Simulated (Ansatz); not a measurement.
PtS2 (CdI2 type)

```
CELL_PARAMETERS angstrom
      3.55932     0.00000     0.00000
     -1.77966     3.08246     0.00000
      0.00000     0.00000     4.38465
ATOMIC_POSITIONS crystal
  Pt 0.00000 0.00000 0.00000
  S  0.66667 0.33333 0.27120
  S  0.33333 0.66667 0.72880
```

Scan: atom 2 (S, nearest neighbour Pt at 2.374 Å; its periodic images, 3.6 Å or more away, move with it) is displaced towards the nearest neighbour, direction (-0.750, -0.433, -0.501) in Cartesian axes, by s. The other atoms stay.

These are PBEsol-D3(BJ) (plane waves to 420 eV, PAW, scalar-relativistic; Ansatz, an electronic-structure program) values and carry that method's errors. k mesh 12×12×9 (Γ-centred), Fermi-Dirac smearing 0.05 eV. The energy includes the smearing's −TS. Compression counts positive. With partly filled bands, energies and forces of such displacements shift with the k mesh and the smearing. PtS2 is run without spin polarisation. PtS2 was relaxed with its symmetry unable to fall. Spin-orbit coupling is left out, though Pt is heavy. The PAW data are Ansatz's earlier set. The zero of ΔE is the undisplaced structure.

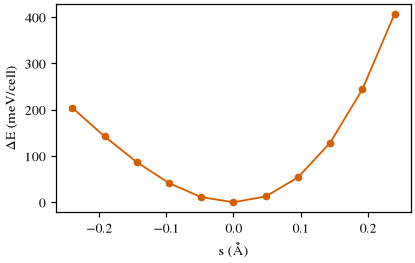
Fig. 1. ΔE (meV/cell) against s (Å); computed points joined by lines.

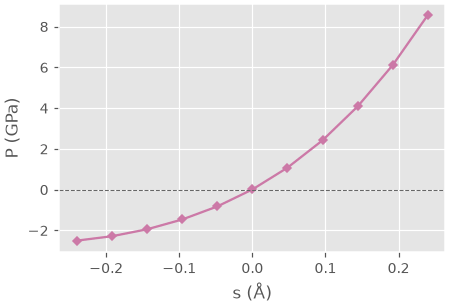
P (GPa) against s (Å); computed points joined by lines.

The force constant k = d²E/ds² at s = 0 (finite differences) is 10.3 eV/Å². The force along the line at s = -0.240 Å comes out as 1.33 eV/Å. Shape of the curve: a single well with its minimum at or next to zero displacement. Harmonic estimate at the end of the scan: ½ks² = 296 meV/cell against the computed 408 meV/cell, so the well is stiffer than harmonic there. Symmetry of the curve: not even: the positive side lies higher at ±0.240 Å.

The forces along the line at the two nearest points give (0.448 − (-0.542)) / (2·0.048) = 10.31 eV/Å²; the next pair corrects for the finite step.

(A displaced cell: forces are minus the slopes of the energy, force constants its curvatures, and phonons follow from these.)
